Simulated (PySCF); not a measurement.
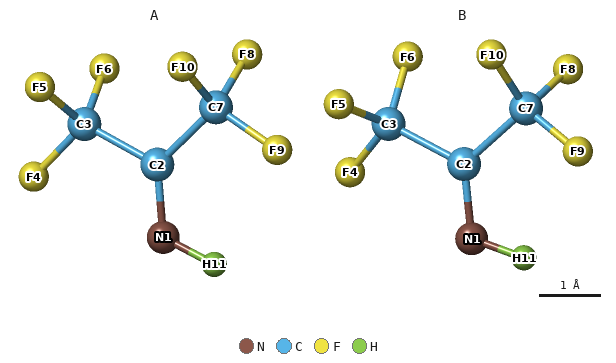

Two geometries of C₃HF₆N, drawn at one scale. One is the start of a relaxation, the other its converged end. Style: ball-and-stick. Shown at a tilt.

Theory: PBE0-D3(BJ)/def2-TZVP geometry optimisation, gas phase (PySCF 2.14.0, density-fitted response routines). 

Q: Which of the two is the end point?

A: Structure B is the relaxed one. The start comes from GFN2-xTB. Its atoms were then displaced at random by about 0.01 Å. The largest moves after the best rigid fit, 0.35 Å, are those of F6 and F8. By element the largest moves are F 0.35 Å, H 0.11 Å, C 0.07 Å, N 0.03 Å. Among the contacts that change: C3–F4 1.365 → 1.319 Å, N1–H11 1.054 → 1.021 Å, N1–C2 1.220 → 1.251 Å, C7–F9 1.350 → 1.334 Å. Bond angles that change, for instance: C2–N1–H11 116.7° → 111.3°, N1–C2–C7 127.4° → 124.2°, F4–C3–F5 105.9° → 108.4°. Over 12 geometry steps the energy falls by 0.179 eV. The run took 9.4 min on 1 thread of Arm Neoverse V2 (shared host).
